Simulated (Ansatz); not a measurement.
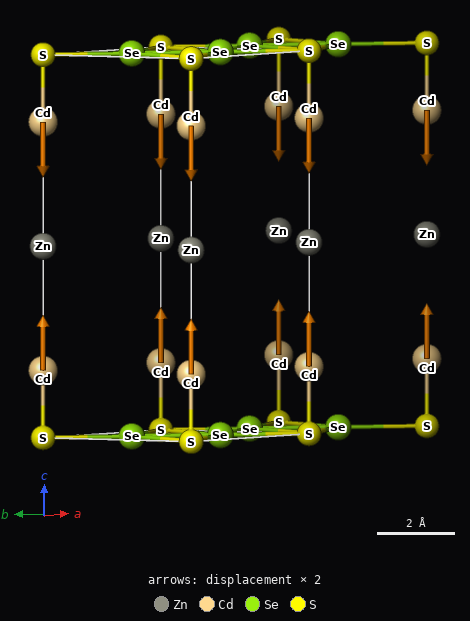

This is a relaxation of a crystal of ZnCd2Se2S (a generated structure, set up in P6/mmm) (coarse preliminary run). The starting structure is drawn; orange arrows show the displacements (the part carried along by the change of the cell is left out), 2 times their true length.

A ball-and-stick model of the cell of the calculation, repeated 2 × 1 × 1 with one cell outlined, seen from a free direction.

Computed with DFT PBE, scalar-relativistic, plane waves, PAW in Ansatz 0.2.0.

The input:
```yaml
crystal:
  lattice:
    - [4.09826262, 0.0, 0.0]
    - [-2.04913131, 3.54919954, 0.0]
    - [0.0, 0.0, 10.05893746]
  atoms:
    - { symbol: Zn, position: [0.0, 0.0, 0.5] }
    - { symbol: Cd, position: [0.0, 0.0, 0.17555453] }
    - { symbol: Cd, position: [0.0, 0.0, 0.82444547] }
    - { symbol: Se, position: [0.33333333, 0.66666667, 0.0] }
    - { symbol: Se, position: [0.66666667, 0.33333333, 0.0] }
    - { symbol: S, position: [0.0, 0.0, 0.0] }
basis:
  ecutwfc: 420
kpoints:
  mp_grid: { grid: [6, 6, 2] }
hamiltonian:
  xc: pbe
scf:
  occupations: { method: gaussian, width: 0.1 }
  lower_state_search: "off"
output:
  forces: true
  stress: true
  eigenvalues: true
relax:
  adjacent_minimum: "off"
  f_tol: 0.04
  max_steps: 70
  cell: { stress_tol: 0.4 }
```

Launched with:
```bash
ansatz run input.yaml --threads 1 --pin off --max-ram 2560MiB --backend cpu --events-out ev --progress --plain --runs-dir out
```

### Which element moves most?

Cadmium: up to 0.73 Å, against 0.00 Å for selenium.

### What happened in the run?

The largest moves relative to the cell, 0.73 Å, are those of Cd2 and Cd3. Cd2 goes along +c. Se and Zn and S stay in place. Cell: a = b 4.098 → 4.893 Å (+19.4 %), c 10.059 → 10.381 Å (+3.2 %). Volume +47.1 %. Some distances before and after: Cd2–S6 1.766 → 2.557 Å, Zn1–Cd2 3.264 → 2.633 Å, Se4–S6 2.366 → 2.825 Å, Se4–Se5 2.366 → 2.825 Å. The space group stays P6/mmm (No. 191). Over 10 accepted moves (12 points after the start) the energy falls by 2969 meV per atom. The largest force component goes from 27 to 0.015 eV/Å. Pressure: 58.86 GPa at the start and −0.05 GPa at the end. The SCF was repeated twice at an unchanged geometry on a basis and grid sized afresh for the cell, which shifted the energy by 17.2 meV per atom at most.

Limits of the set-up: layers or molecules are held without a dispersion correction, so their spacing is unreliable.
